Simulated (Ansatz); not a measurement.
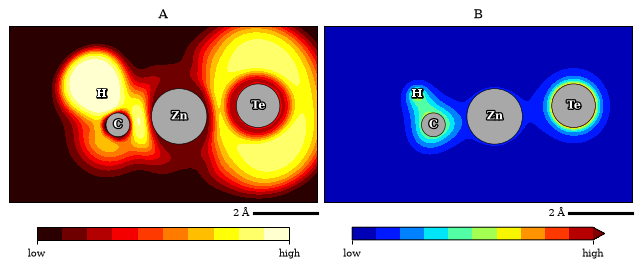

CH4TeZn: 2 fields on the plane of atoms Zn3, C1 and H6, with unlabelled colour scales. Grey discs cover the atomic cores.

Geometry: B3LYP-D3(BJ)/def2-SVP; core potentials replace the inner electrons of Te.

Level of theory: isolated molecule in a Gaussian basis; Kohn-Sham density functional theory, functional PBE0 (Ansatz).

> The panels show electron density and electron localisation function in some order. Assign them.

Panel A: electron localisation function. Panel B: electron density. From the grid: C–Zn (1.96 Å): ρ at the midpoint is about 0.75 e/Å³; the ELF peaks at about 0.90 in the valence shell of C, 0.7 Å from its nucleus, and is about 0.40 at the midpoint. Zn–Te (2.52 Å): the density is about 0.5 e/Å³ at the midpoint; the ELF peaks at about 0.70 in the valence shell of Te, 1.2 Å from its nucleus, and is about 0.70 at the midpoint.
